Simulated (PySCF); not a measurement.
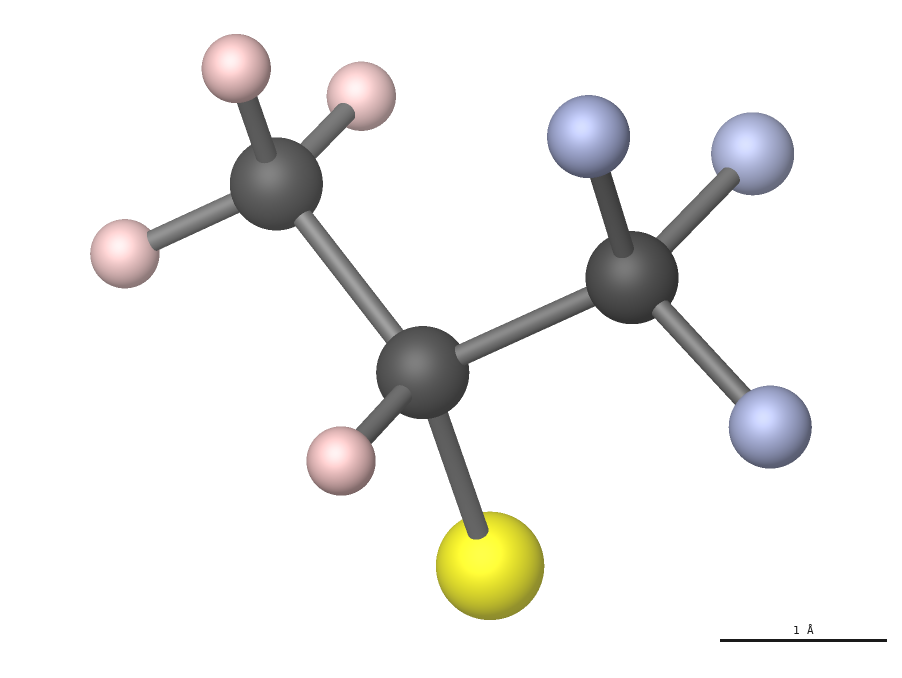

Ball-and-stick drawing of a structure. Every bond is drawn as one stick, whatever its order. Colours: carbon dark grey, sulfur yellow, fluorine light blue, hydrogen pink.

State: charge −1, singlet. The computed structure is the end point of a GFN2-xTB optimisation. No frequency run is at hand to confirm it as a minimum.

What is the molecular formula?

C3H4F3S(-), 11 atoms: 3 carbon, 4 hydrogen, 3 fluorine and 1 sulfur.

Name functional groups in it.

Among them: C–F bond.

The parts below concern this one geometry. Atoms keep their numbers from picture to picture.

### Shape

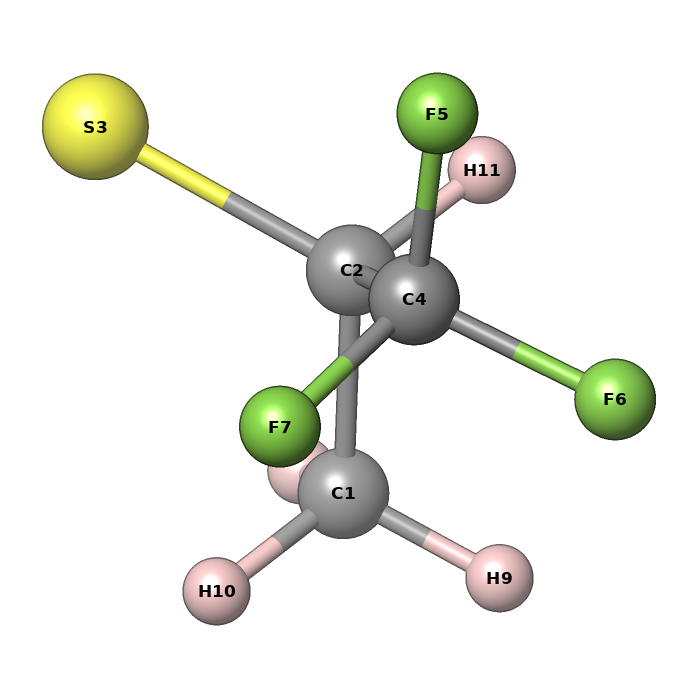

C2 lies behind C4. The molecule seen a little off the C4–C2 bond, C4 in front. Depth is shown by fading: the farther an atom, the more it takes the colour of the background. No frequency run is at hand to confirm it as a minimum.

What is the torsion angle F5–C4–C2–S3? The sign is positive where the front bond must turn clockwise to cover the back bond.

−60°, synclinal (gauche). The bonds about C4–C2 are staggered.

### Charges

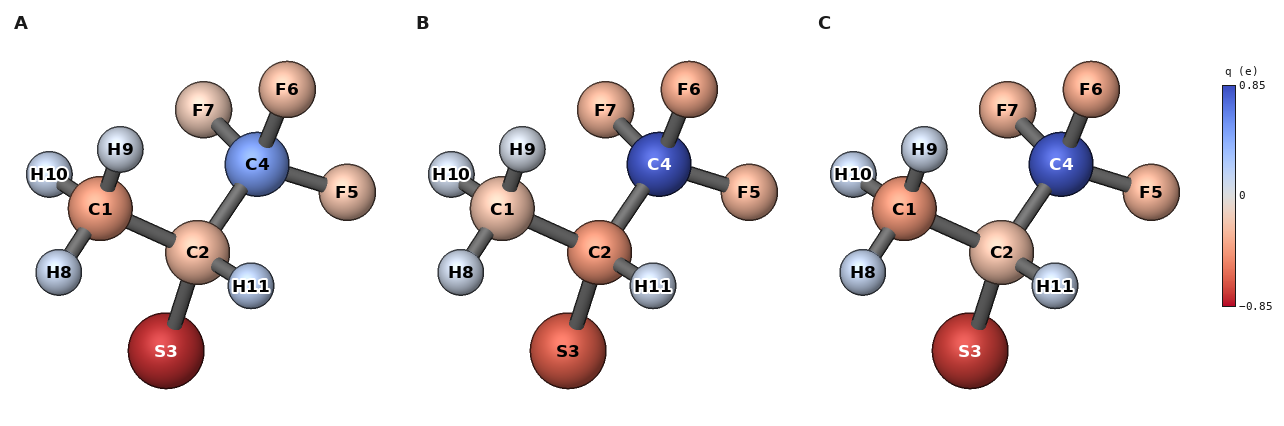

Atomic charges of one calculation by 3 schemes, on one colour scale. No frequency run is at hand to confirm it as a minimum. Level of theory: PBE0/pcSseg-1 (PySCF 2.14.0).

The schemes are ESP-fitted, IAO, Mulliken. Which panel shows which?

A ESP-fitted, B Mulliken, C IAO.

List the charges (e), one line for each set of equivalent atoms.

```
atom  ESP-fitted  Mulliken    IAO
  C1       −0.40     −0.21  −0.42
  C2       −0.26     −0.43  −0.21
  S3       −0.78     −0.64  −0.74
  C4        0.50      0.81   0.79
  F5       −0.21     −0.28  −0.29
  F6       −0.24     −0.34  −0.34
  F7       −0.16     −0.28  −0.29
  H8        0.13      0.09   0.14
  H9        0.08      0.06   0.11
 H10        0.13      0.09   0.14
 H11        0.19      0.12   0.13
```

### Quadrupole coupling

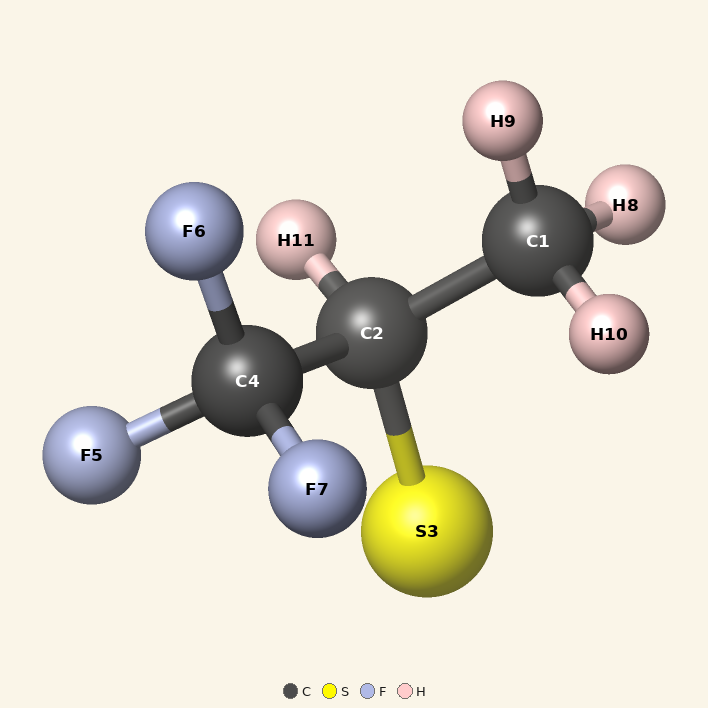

No frequency run is at hand to confirm it as a minimum. Electric field gradients from the ground-state density, PBE0/pcSseg-1 (PySCF 2.14.0), non-relativistic apart from any core potentials.

Give the largest field-gradient component, the quadrupole coupling constant and the asymmetry for 33S at S3 (Q = −67.81 mb), 2H at H8 (Q = 2.86 mb), 2H at H9 (Q = 2.86 mb).

```
atom  V_zz (a.u.)  e²qQ/h (MHz)     η
  S3        3.186         −50.8  0.04
  H8        0.320         0.215  0.02
  H9        0.310         0.208  0.02
```

### Electronic properties

No frequency run is at hand to confirm it as a minimum. Properties computed with PBE0/def2-SVPD, gas phase (PySCF 2.14.0).

Computed properties:

- HOMO energy (Kohn–Sham orbital): −0.50 eV
- mean static polarisability: 79.6 bohr³

Mulliken values depend strongly on the basis set and can even reverse the polarity of a bond.
